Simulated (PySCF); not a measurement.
**BH7Si3: density, localisation and related maps**

The calculation's input:

```
{"job": {"kind": "nmr", "xc": "PBE0", "basis": "pcSseg-2"}, "charge": 0, "multiplicity": 1}
Si     0.290385     0.092197    -0.525698
Si     2.304378    -0.050159     0.629634
B     -1.112028     0.263677    -1.701943
Si    -2.097722    -0.053663    -0.036507
H      3.371153     0.264003    -0.366324
H      2.333164     0.940863     1.745828
H      2.506786    -1.423493     1.179302
H     -1.341576     0.461423    -2.859367
H     -0.704882    -0.176689     0.844427
H     -2.788304     1.013178     0.758798
H     -2.728655    -1.359855     0.342153
```

Launched as:

```sh
OMP_NUM_THREADS=1 python cluster_run.py task.json out
```

Geometry: PBE0-D3(BJ)/def2-SVP.

All numbers below come from PBE0/pcSseg-2, SCF density, gas phase, non-relativistic in PySCF 2.14.0.

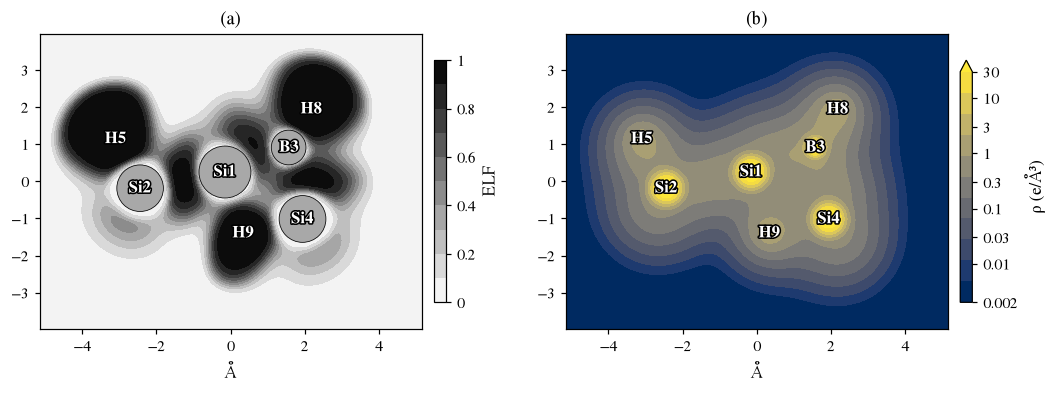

Figure 1. (a) ELF; (b) electron density on the plane of atoms Si1, B3 and Si4. Grey discs cover the atomic cores in the ELF map.

### Describe what can be read from this map.

The plane passes through Si, B and H nuclei.
Si–B (1.84 Å): ρ is about 0.84 e/Å³ halfway; the ELF peaks at about 0.85 between the atoms, as expected for a covalent bond.
Si–Si (2.33 Å): ρ is about 0.61 e/Å³ halfway; the ELF peaks at about 1 between the atoms, as expected for localised, covalent bonding.
B–H (1.20 Å): ρ at the midpoint is about 1.2 e/Å³; the ELF climbs to about 1 towards the hydrogen, as it does in any bond to H: a covalent bond by its length.
Si–B (1.96 Å): the density is about 0.79 e/Å³ at the midpoint; the ELF peaks at about 0.90 between the atoms, as expected for a covalent bond.
Si–Si (2.44 Å): ρ is about 0.41 e/Å³ halfway; the ELF is about 0.40 at the midpoint.

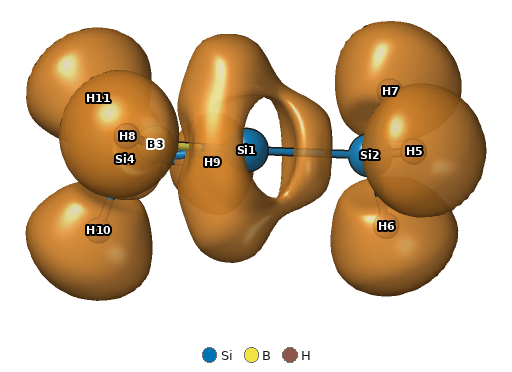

Figure 2. Isosurface of the ELF at 0.75 (orange), seen from one side. Core shells and regions of very low density are left out.

### What do the ELF domains correspond to?

The surface consists of one region between bonded B–Si atoms (shared pairs), seven regions around hydrogen nuclei and one region on Si in which the atom's valence shell and bonds are merged.

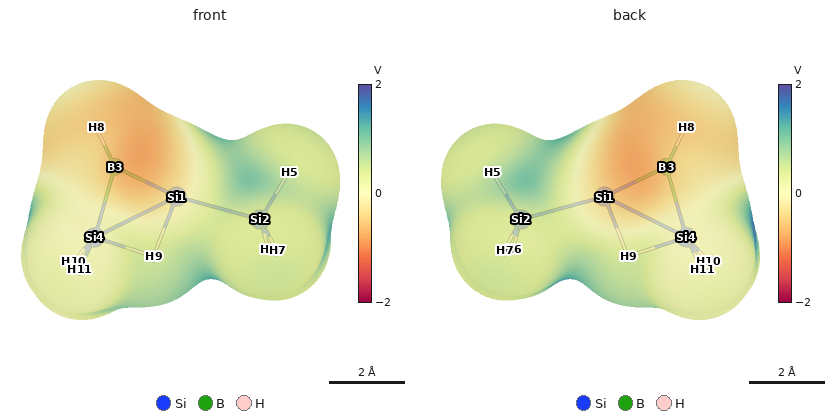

Figure 3. The molecular electrostatic potential painted on the density surface at 0.002 e/bohr³, seen from the front and from behind; red is negative and blue positive.

### Which sites attract a positive test charge, and which a negative one?

A positive charge is drawn to the negative regions and a negative charge to the positive ones. The most negative region (about −0.8 V, or −18 kcal/mol for a unit charge) lies over H8, the most positive (about +1.6 V, or +37 kcal/mol for a unit charge) over Si4.
